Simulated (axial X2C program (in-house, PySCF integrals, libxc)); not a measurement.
**InAs: from the state search to constants**

Aim: find the lowest determinant of InAs, scan the bond at several levels and fit the constants, once spin-free and once with spin–orbit coupling.

Program: an in-house X2C program for linear molecules on PySCF integrals. Level of theory: all-electron X2C, In dyall-cv3z, As dyall-cv3z. These are calculated values, not measurements.

### Step 1. The job

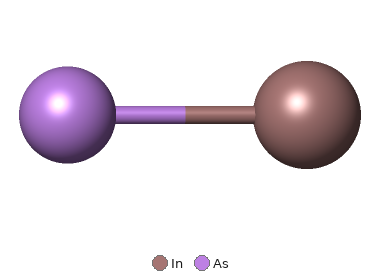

The two atoms at 2.630 Å (indium brown, arsenic purple).

The input, task.json:

```json
{"zs": [49, 33], "q": 0, "bas": ["dyall-cv3z", "dyall-cv3z"], "levels": ["PBE0", "HF", "M06"], "cc": true, "r0": 2.63, "thr": -1.0, "nmax": 90, "npts": 10, "nst": 2, "ntry": 6}
```

Keys: zs atomic numbers; q charge; bas basis sets; levels methods (HF also brings MP2); cc coupled cluster on or off; r0 starting distance in Å; thr threshold in hartree for freezing inner shells (an s shell follows its p shell); nmax most natural virtual spinors; npts points asked for on the curve; nst determinants followed; ntry starts of the search.

On the command line:

```bash
python so2c.py task.json out
```

Spin-free means the one-electron spin-free X2C Hamiltonian; two-component (2c) means X2C with spin–orbit coupling and atomic mean-field two-electron Coulomb and Gaunt terms. Basis: In dyall-cv3z contracted to [11s12p9d4f1g], As dyall-cv3z contracted to [9s9p6d4f1g]; Gaussian nuclei, density fitting. Masses: In 114.904 u, As 74.922 u.

Notation: σ, π±, δ± give the projection m of an orbital's angular momentum (0, ±1, ±2), α and β its spin, Λ and M_S the sums; ω is the projection of a spinor's total angular momentum and Ω the sum. Logs are in hartree.

The results follow Hamiltonian by Hamiltonian and level by level.

### Step 2. State search with PBE0

PBE0 moves the distance from 2.630 Å to 2.743 Å and compares determinants there.

Spin-free determinants:

| ΔE (eV) | state | open shells |
| --- | --- | --- |
| 0.00 | M_S = 1, Λ = 0 | beyond closed shells: π+α, π-α |
| 0.42 | M_S = 1, Λ = 1 | beyond closed shells: σα, π+α, π+β, π-α |
| 0.65 | M_S = 0, Λ = 1 | beyond closed shells: σβ, π+α, π+β, π-α |
| 0.86 | M_S = 0, Λ = 0 | beyond closed shells: π+β, π-α |
| 0.86 | M_S = 0, Λ = 2 | beyond closed shells: π+α, π+β |
| 1.79 | M_S = 2, Λ = 1 | beyond closed shells: σα, 2 × π+α, π-α |
| 2.45 | M_S = 1, Λ = 1 | beyond closed shells: σβ, 2 × π+α, π-α |

Two-component determinants:

```json
{"ΔE (eV)": "0.00", "state": "Ω = 1", "open shells": "excess of +ω over −ω: ω = -1/2, ω = 3/2"}
{"ΔE (eV)": "0.34", "state": "Ω = 2", "open shells": "excess of +ω over −ω: ω = 1/2, ω = 3/2"}
{"ΔE (eV)": "0.70", "state": "Ω = 0", "open shells": "closed shell"}
{"ΔE (eV)": "0.73", "state": "Ω = 1", "open shells": "excess of +ω over −ω: 2 × ω = 1/2"}
{"ΔE (eV)": "0.90", "state": "Ω = 0", "open shells": "closed shell"}
{"ΔE (eV)": "1.90", "state": "Ω = 3", "open shells": "excess of +ω over −ω: 2 × ω = 3/2"}
{"ΔE (eV)": "2.36", "state": "Ω = 0", "open shells": "excess of +ω over −ω: 3 × ω = 1/2, ω = -3/2"}
```

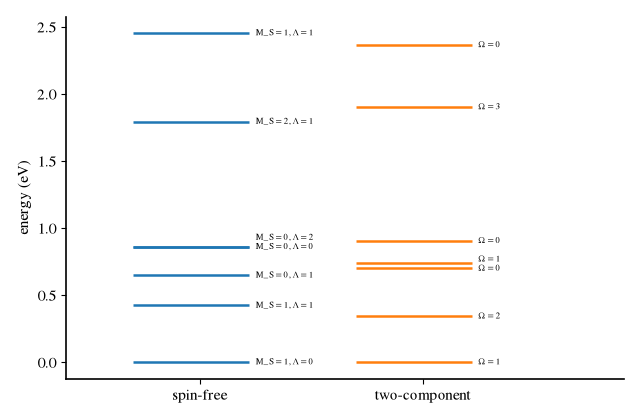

The determinants found, each set from its own lowest.

### Step 3. PBE0, spin-free

State followed: M_S = 1, Λ = 0 (beyond closed shells: π+α, π-α). The scan is laid around 2.743 Å, a first estimate of the minimum, and this SCF restarts from the orbitals of the search.

Output at 2.743 Å:

```text
spin-free X2C-1e  PBE0
basis functions 232  fitting functions 1239  grid points 5808
iter        total energy     max residual
   1      -8141.245212462     4.78e-05
   2      -8141.245212479     3.42e-05
   3      -8141.245212492     6.23e-06
   4      -8141.245212493     5.29e-06
converged
one-electron -11864.93578086  Coulomb 3656.87083240  exact exchange -60.32058416  xc functional -184.80993509  nuclear repulsion 311.95025522
```

Along the bond, energies from the lowest point:

```
R (Å)  E (eV)  μ (D)  HOMO (eV)  LUMO (eV)  iterations
2.578  0.0826  -1.20      -5.18      -3.24          15
2.661  0.0177  -1.59      -5.17      -3.11          13
2.743  0.0000  -1.96      -5.15      -2.99           4
2.839  0.0242  -2.40      -5.10      -2.86          12
2.935  0.0835  -2.82      -5.05      -2.75          12
3.058  0.1948  -3.33      -4.96      -2.64          12
```

Dipoles are positive if As is the positive end.

Outer orbitals at the reference distance:

| symmetry | occupied | ε (eV) | atomic character |
| --- | --- | --- | --- |
| δ-α | yes | -21.32 | 100% In d |
| δ+α | yes | -21.32 | 100% In d |
| δ-β | yes | -21.31 | 100% In d |
| δ+β | yes | -21.31 | 100% In d |
| π-α | yes | -21.12 | 100% In d |
| π+α | yes | -21.12 | 100% In d |
| σα | yes | -21.12 | 99% In d |
| σβ | yes | -21.11 | 99% In d |
| π+β | yes | -21.11 | 100% In d |
| π-β | yes | -21.11 | 100% In d |
| σα | yes | -16.24 | 82% As s, 7% In p, 5% In s |
| σβ | yes | -14.27 | 80% As s, 8% In s, 7% In p |
| σα | yes | -9.53 | 69% In s, 24% As p, 4% As s |
| σβ | yes | -9.26 | 71% In s, 20% As p, 6% As s |
| π+α | yes | -6.52 | 88% As p, 7% In p, 4% In d |
| π-α | yes | -6.52 | 88% As p, 7% In p, 4% In d |
| σα | yes | -5.58 | 52% As p, 29% In p, 16% In s |
| σβ | yes | -5.15 | 52% As p, 34% In p, 12% In s |
| π-β | no | -2.99 | 62% As p, 35% In p, 2% In d |
| π+β | no | -2.99 | 62% As p, 35% In p, 2% In d |
| π-α | no | -1.74 | 89% In p, 7% As p, 3% As d |
| π+α | no | -1.74 | 89% In p, 7% As p, 3% As d |

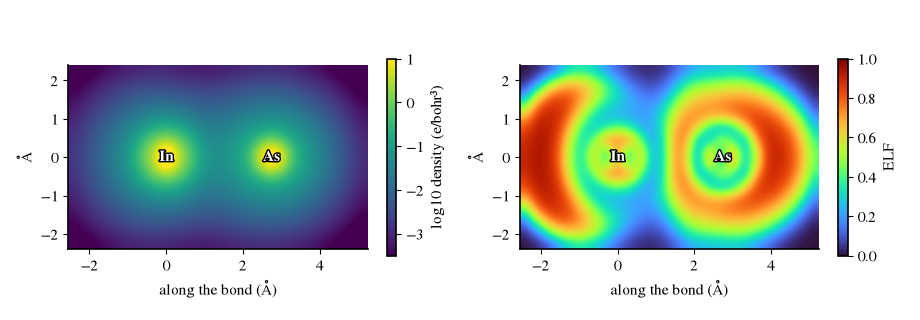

PBE0 fields in a plane through the axis, from a grid of 0.3 Å; In lies at z = 0 and As at z = 2.743 Å; the ELF is damped to zero where the density is low.

Re = 2.739 Å, ωe = 179.2 cm⁻¹, ωexe = 0.417 cm⁻¹, Be = 0.04957 cm⁻¹, De = 1.85 eV, μ = -1.94 D.

### Step 4. HF, spin-free

The SCF at the reference distance of 2.743 Å:

```text
spin-free X2C-1e  HF
basis functions 232  fitting functions 1239  grid points 5808
iter        total energy     max residual
   1      -8137.397029897     3.25e-01
   2      -8137.434046914     1.02e-02
   3      -8137.435530695     1.16e-02
   4      -8137.435776490     4.77e-03
   5      -8137.435814707     5.55e-04
   6      -8137.435822322     6.37e-04
   7      -8137.435824494     2.65e-04
   8      -8137.435825374     9.98e-05
   9      -8137.435825714     1.17e-04
  10      -8137.435825843     5.22e-05
  11      -8137.435825873     1.18e-05
  12      -8137.435825877     7.28e-06
  13      -8137.435825877     2.93e-06
converged
one-electron -11864.40469716  Coulomb 3656.48292501  exact exchange -241.46430894  xc functional 0.00000000  nuclear repulsion 311.95025522
```

Re = 2.765 Å, ωe = 176.9 cm⁻¹, Be = 0.04863 cm⁻¹, De = 0.730 eV, μ = -2.24 D.

### Step 5. M06, spin-free

Output at 2.743 Å:

```text
spin-free X2C-1e  M06
basis functions 232  fitting functions 1239  grid points 5808
iter        total energy     max residual
   1      -8141.954600315     1.65e-01
   2      -8141.962334858     3.21e-03
   3      -8141.962427505     5.54e-03
   4      -8141.962530380     9.82e-04
   5      -8141.962532922     2.62e-04
   6      -8141.962533293     1.08e-04
   7      -8141.962533427     8.15e-05
   8      -8141.962533450     2.10e-05
   9      -8141.962533453     1.14e-05
converged
one-electron -11864.92689200  Coulomb 3656.88159338  exact exchange -65.15237485  xc functional -180.71511520  nuclear repulsion 311.95025522
```

Re = 2.753 Å, ωe = 178.1 cm⁻¹, ωexe = 0.445 cm⁻¹, Be = 0.04906 cm⁻¹, De = 1.95 eV, μ = -1.93 D.

### Step 6. Correlated methods, spin-free

Correlated methods: 8 electrons correlated (frozen shells, counted by type: In 4 s, 3 p, 2 d; As 3 s, 2 p, 1 d), 294 virtual spinors in MP2, 90 natural virtuals in coupled cluster.

Output of the correlated part at 2.743 Å:

```text
correlated 8  virtual 294  natural virtual 90  E(MP2) -0.131533775  MP2 remainder -0.003631688
iter   CCSD correlation   residual
   1     -0.146700895   1.25e-01
   2     -0.153959449   5.03e-02
   3     -0.154459548   1.34e-02
   4     -0.154548910   5.07e-03
   5     -0.154548875   2.18e-03
   6     -0.154548223   9.92e-04
   7     -0.154555232   3.69e-04
   8     -0.154555613   1.12e-04
   9     -0.154555185   4.44e-05
  10     -0.154555272   1.77e-05
  11     -0.154555302   7.49e-06
  12     -0.154555360   2.62e-06
  13     -0.154555366   1.05e-06
(T) -0.006242827  T1 0.0232  D1 0.0397  max T2 0.081
```

T1 in the output is the amplitude norm over the root of the electron number; divide by √2 for the Lee–Taylor value.

MP2: Re = 2.762 Å, ωe = 179.7 cm⁻¹, Be = 0.04873 cm⁻¹, De = 1.49 eV.

CCSD: Re = 2.768 Å, ωe = 177.0 cm⁻¹, ωexe = 0.41 cm⁻¹, Be = 0.0485 cm⁻¹, De = 1.52 eV. T1 at Re = 0.017 (Lee–Taylor, the printed value over √2).

CCSD(T): Re = 2.773 Å, ωe = 175.7 cm⁻¹, ωexe = 0.394 cm⁻¹, Be = 0.04835 cm⁻¹, De = 1.60 eV. T1 at Re = 0.017 (Lee–Taylor, the printed value over √2).

### Step 7. A higher determinant, spin-free

State: M_S = 1, Λ = 1 (beyond closed shells: σα, π+α, π+β, π-α).

Output at the reference distance:

```text
spin-free X2C-1e  PBE0
basis functions 232  fitting functions 1239  grid points 5808
iter        total energy     max residual
   1      -8141.229712025     3.39e-05
   2      -8141.229712040     2.13e-05
   3      -8141.229712045     6.76e-06
converged
one-electron -11863.94392435  Coulomb 3655.84999462  exact exchange -60.30717492  xc functional -184.77886262  nuclear repulsion 311.95025522
```

| R (Å) | E above the lowest PBE0 point (eV) |
| --- | --- |
| 2.578 | 0.294 |
| 2.661 | 0.344 |
| 2.743 | 0.422 |
| 2.839 | 0.535 |
| 2.935 | 0.662 |
| 3.058 | 0.835 |

No constants are quoted: the lowest point is the short end of the scan.

### Step 8. The spin-free curves together

Energy (eV) of the followed determinant, spin-free, from each level's lowest point:

```csv
R (Å),PBE0,HF,MP2,CCSD,CCSD(T),M06
2.578,0.083,0.112,0.111,0.116,0.120,0.098
2.661,0.018,0.031,0.030,0.033,0.035,0.025
2.743,0.000,0.000,0.000,0.000,0.000,0.000
2.839,0.024,0.012,0.014,0.010,0.008,0.018
2.935,0.083,0.060,0.068,0.059,0.054,0.072
3.058,0.195,0.157,0.182,0.160,0.153,0.177
```

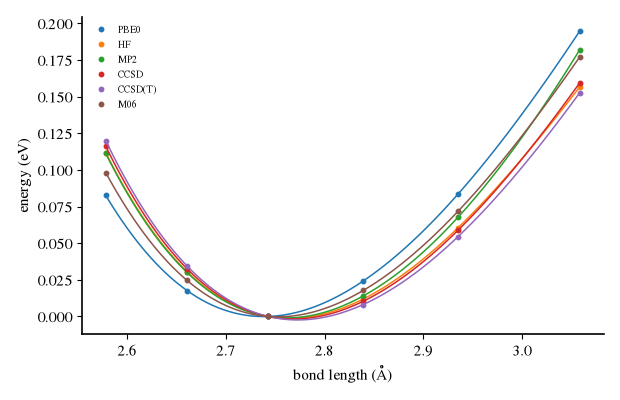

Curves of the followed state, spin-free, each from its own lowest point.

### Step 9. PBE0, 2c

State followed: Ω = 1 (excess of +ω over −ω: ω = -1/2, ω = 3/2). The scan is laid around 2.743 Å, a first estimate of the minimum, and this SCF restarts from the orbitals of the search.

Output at 2.743 Å:

```text
two-component X2C + atomic mean field  PBE0
basis functions 232  fitting functions 1239  grid points 5808
iter        total energy     max residual
   1      -8138.031997102     1.42e-05
   2      -8138.031997104     1.41e-05
converged
one-electron -11856.01053115  Coulomb 3655.11100087  exact exchange -60.28801143  xc functional -184.71373797  nuclear repulsion 311.95025522  atomic mean-field constant -4.08097264
```

Along the bond, energies from the lowest point:

```
R (Å)  E (eV)  μ (D)  HOMO (eV)  LUMO (eV)  iterations
2.578  0.0832  -1.19      -5.19      -3.32          17
2.661  0.0180  -1.57      -5.18      -3.19          14
2.743  0.0000  -1.94      -5.15      -3.07           2
2.839  0.0237  -2.37      -5.11      -2.94          13
2.935  0.0825  -2.78      -5.05      -2.83          12
3.058  0.1930  -3.29      -4.96      -2.72          12
```

Dipoles are positive if As is the positive end.

Outer spinors at the reference distance:

```
   ω  occupied  ε (eV)              atomic character     λ mixture
-3/2       yes  -21.79                     100% In d  86% δ, 14% π
 3/2       yes  -21.77                     100% In d  86% δ, 14% π
-1/2       yes  -21.62                     100% In d  61% π, 39% σ
 1/2       yes  -21.61                     100% In d  60% π, 40% σ
 5/2       yes  -20.99                     100% In d        100% δ
-5/2       yes  -20.97                     100% In d        100% δ
 3/2       yes  -20.82                     100% In d  86% π, 14% δ
-3/2       yes  -20.81                     100% In d  86% π, 14% δ
 1/2       yes  -20.79                      99% In d  60% σ, 40% π
-1/2       yes  -20.79                      99% In d  61% σ, 39% π
 1/2       yes  -16.25    82% As s, 7% In p, 5% In s        100% σ
-1/2       yes  -14.27    80% As s, 8% In s, 7% In p        100% σ
 1/2       yes   -9.53   69% In s, 24% As p, 4% As s        100% σ
-1/2       yes   -9.26   71% In s, 20% As p, 6% As s        100% σ
-1/2       yes   -6.61    88% As p, 7% In p, 4% In d        100% π
 3/2       yes   -6.43    88% As p, 7% In p, 4% In d        100% π
 1/2       yes   -5.59  52% As p, 29% In p, 16% In s        100% σ
-1/2       yes   -5.15  51% As p, 34% In p, 12% In s   99% σ, 1% π
 1/2        no   -3.07   61% As p, 36% In p, 2% In d        100% π
-3/2        no   -2.91   62% As p, 35% In p, 2% In d        100% π
-1/2        no   -1.83    88% In p, 7% As p, 3% As d   99% π, 1% σ
 3/2        no   -1.64    89% In p, 7% As p, 3% As d        100% π
```

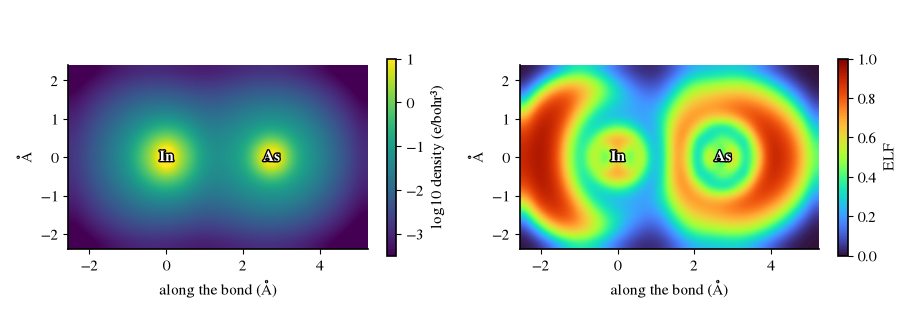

PBE0 fields in a plane through the axis, from a grid of 0.3 Å; In lies at z = 0 and As at z = 2.743 Å; the ELF is damped to zero where the density is low.

Re = 2.739 Å, ωe = 178.8 cm⁻¹, ωexe = 0.421 cm⁻¹, Be = 0.04954 cm⁻¹, De = 1.75 eV, μ = -1.92 D.

### Step 10. HF, 2c

The SCF at the reference distance of 2.743 Å:

```text
two-component X2C + atomic mean field  HF
basis functions 232  fitting functions 1239  grid points 5808
iter        total energy     max residual
   1      -8134.182293431     3.66e-01
   2      -8134.219338071     1.02e-02
   3      -8134.220847117     1.31e-02
   4      -8134.221106293     4.89e-03
   5      -8134.221155758     5.37e-04
   6      -8134.221178892     1.43e-03
   7      -8134.221198821     1.34e-03
   8      -8134.221227350     6.00e-04
   9      -8134.221257655     6.69e-04
  10      -8134.221282687     8.62e-04
  11      -8134.221297689     6.28e-04
  12      -8134.221305466     2.92e-04
  13      -8134.221309378     2.25e-04
  14      -8134.221311734     2.43e-04
  15      -8134.221312665     1.23e-04
  16      -8134.221313050     7.32e-05
  17      -8134.221313278     7.34e-05
  18      -8134.221313447     6.48e-05
  19      -8134.221313526     2.18e-05
  20      -8134.221313550     1.12e-05
  21      -8134.221313554     7.00e-06
  22      -8134.221313555     3.11e-06
  23      -8134.221313556     1.30e-06
converged
one-electron -11855.46013091  Coulomb 3654.70435186  exact exchange -241.33481708  xc functional 0.00000000  nuclear repulsion 311.95025522  atomic mean-field constant -4.08097264
```

Re = 2.764 Å, ωe = 175.4 cm⁻¹, Be = 0.04865 cm⁻¹, De = 0.556 eV, μ = -2.20 D.

### Step 11. M06, 2c

The SCF at the reference distance of 2.743 Å:

```text
two-component X2C + atomic mean field  M06
basis functions 232  fitting functions 1239  grid points 5808
iter        total energy     max residual
   1      -8138.741217973     1.77e-01
   2      -8138.749038653     3.22e-03
   3      -8138.749156418     6.07e-03
   4      -8138.749275765     1.38e-03
   5      -8138.749300380     9.72e-04
   6      -8138.749360304     2.88e-03
   7      -8138.749406445     2.67e-03
   8      -8138.749433372     1.33e-03
   9      -8138.749442552     3.10e-04
  10      -8138.749443866     3.07e-04
  11      -8138.749444432     8.91e-05
  12      -8138.749444486     2.48e-05
  13      -8138.749444497     2.10e-05
  14      -8138.749444499     3.50e-06
converged
one-electron -11855.94900173  Coulomb 3655.06632259  exact exchange -65.11612667  xc functional -180.61992126  nuclear repulsion 311.95025522  atomic mean-field constant -4.08097264
```

Re = 2.746 Å, ωe = 168.0 cm⁻¹, Be = 0.04931 cm⁻¹, De = 1.67 eV, μ = -1.95 D.

### Step 12. Correlated methods, 2c

Correlated methods: 8 electrons correlated (frozen shells, counted by type: In 4 s, 3 p, 2 d; As 3 s, 2 p, 1 d), 294 virtual spinors in MP2, 90 natural virtuals in coupled cluster.

Output of the correlated part at 2.743 Å:

```text
correlated 8  virtual 294  natural virtual 90  E(MP2) -0.130516599  MP2 remainder -0.003585099
iter   CCSD correlation   residual
   1     -0.145674369   1.25e-01
   2     -0.153093707   5.29e-02
   3     -0.153775570   1.83e-02
   4     -0.153994634   9.78e-03
   5     -0.154089025   5.78e-03
   6     -0.154127004   2.57e-03
   7     -0.154151097   1.32e-03
   8     -0.154150644   8.74e-04
   9     -0.154147970   6.11e-04
  10     -0.154148942   4.09e-04
  11     -0.154151814   2.71e-04
  12     -0.154153714   1.34e-04
  13     -0.154154042   6.10e-05
  14     -0.154154168   3.24e-05
  15     -0.154154362   1.88e-05
  16     -0.154154518   1.07e-05
  17     -0.154154607   5.98e-06
  18     -0.154154656   3.75e-06
  19     -0.154154680   2.35e-06
  20     -0.154154690   1.65e-06
(T) -0.006245751  T1 0.0384  D1 0.0748  max T2 0.077
```

MP2: Re = 2.772 Å, ωe = 183.6 cm⁻¹, Be = 0.04839 cm⁻¹, De = 1.32 eV.

CCSD: Re = 2.771 Å, ωe = 177.5 cm⁻¹, ωexe = 0.39 cm⁻¹, Be = 0.04841 cm⁻¹, De = 1.36 eV. T1 at Re = 0.027 (Lee–Taylor, the printed value over √2).

CCSD(T): Re = 2.775 Å, ωe = 176.1 cm⁻¹, Be = 0.04826 cm⁻¹, De = 1.44 eV. T1 at Re = 0.027 (Lee–Taylor, the printed value over √2).

### Step 13. A higher determinant, 2c

State: Ω = 2 (excess of +ω over −ω: ω = 1/2, ω = 3/2).

Output at the reference distance:

```text
two-component X2C + atomic mean field  PBE0
basis functions 232  fitting functions 1239  grid points 5808
iter        total energy     max residual
   1      -8138.019439191     2.31e-05
   2      -8138.019439193     2.50e-05
   3      -8138.019439198     4.37e-06
converged
one-electron -11855.08847268  Coulomb 3654.15843792  exact exchange -60.27490319  xc functional -184.68378381  nuclear repulsion 311.95025522  atomic mean-field constant -4.08097264
```

| R (Å) | E above the lowest PBE0 point (eV) |
| --- | --- |
| 2.578 | 0.215 |
| 2.661 | 0.265 |
| 2.743 | 0.342 |
| 2.839 | 0.454 |
| 2.935 | 0.579 |
| 3.058 | 0.749 |

No constants are quoted: the lowest point is the short end of the scan.

### Step 14. The 2c curves together

Energy (eV) of the followed determinant, 2c, from each level's lowest point:

```csv
R (Å),PBE0,HF,MP2,CCSD,CCSD(T),M06
2.578,0.083,0.109,0.129,0.121,0.124,0.069
2.661,0.018,0.030,0.037,0.034,0.036,0.018
2.743,0.000,0.000,0.000,0.000,0.000,0.000
2.839,0.024,0.012,0.010,0.009,0.007,0.020
2.935,0.082,0.060,0.062,0.057,0.053,0.074
3.058,0.193,0.153,0.180,0.158,0.151,0.178
```

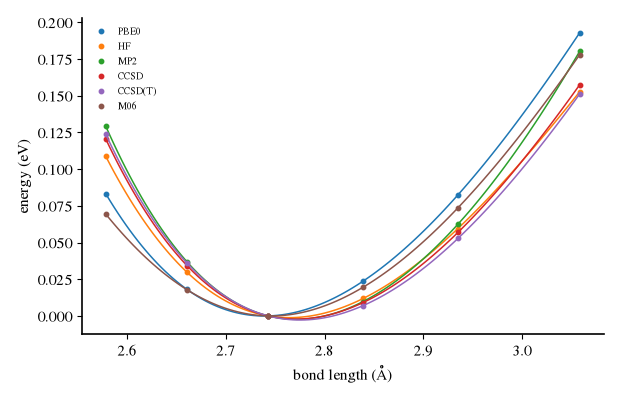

Curves of the followed state, 2c, each from its own lowest point.

The whole job took 3.6 min on 1 thread of Intel Xeon at 2.60GHz (Ice Lake), shared host; peak memory 0.62 GiB.

### Step 15. Results

Lowest determinant that the search found at its distance, spin-free: M_S = 1, Λ = 0 (beyond closed shells: π+α, π-α).

Lowest determinant that the search found at its distance, 2c: Ω = 1 (excess of +ω over −ω: ω = -1/2, ω = 3/2).

```csv
Hamiltonian,level,Re (Å),ωe (cm⁻¹),De (eV),μ (D)
spin-free,PBE0,2.739,179.2,1.85,-1.94
spin-free,HF,2.765,176.9,0.730,-2.24
spin-free,MP2,2.762,179.7,1.49,n/a
spin-free,CCSD,2.768,177.0,1.52,n/a
spin-free,CCSD(T),2.773,175.7,1.60,n/a
spin-free,M06,2.753,178.1,1.95,-1.93
2c,PBE0,2.739,178.8,1.75,-1.92
2c,HF,2.764,175.4,0.556,-2.20
2c,MP2,2.772,183.6,1.32,n/a
2c,CCSD,2.771,177.5,1.36,n/a
2c,CCSD(T),2.775,176.1,1.44,n/a
2c,M06,2.746,168.0,1.67,-1.95
```

Dipoles are positive if As is the positive end.

Time per point (s) on 1 thread of Intel Xeon at 2.60GHz (Ice Lake), shared host (2c runs; CCSD comes with the CCSD(T) run); the times are rough: PBE0 1.7, HF 1.9, MP2 2.1, CCSD(T) 6.8, M06 3.1.

What this shows: At CCSD(T), going from spin-free to two-component changes Re by +2 mÅ, ωe by +0.2 %; the spin-free picture holds up (part of it comes from the scalar share of the two-electron terms). It costs about 1.8 times the time. De moves by -0.16 eV; both De rest on single-determinant atoms, which can miss part of an open shell's spin–orbit lowering.

De refers to In + As, each in the lowest determinant found, which need not be this curve's own limit. Each curve is one determinant whose occupation by symmetry is held fixed; it was picked as the lowest of a PBE0 search that is not exhaustive. De is counted from the lowest determinant-based energies of the atoms at the same level, without counterpoise correction. Density functionals use the spin component along the axis (collinear). Coupled cluster ran in a truncated set of natural virtual spinors; the MP2 energy of the rest was added. The meta-GGAs lack a current-density term, which matters for open shells with orbital currents, atoms included. With several unpaired electrons one determinant need not be a pure state. With the outer-core shells frozen, correlated bond lengths of heavy atoms tend to come out a few hundredths of an ångström too long. T1 at Re is 0.027 (Lee–Taylor), above the customary mark of 0.02.
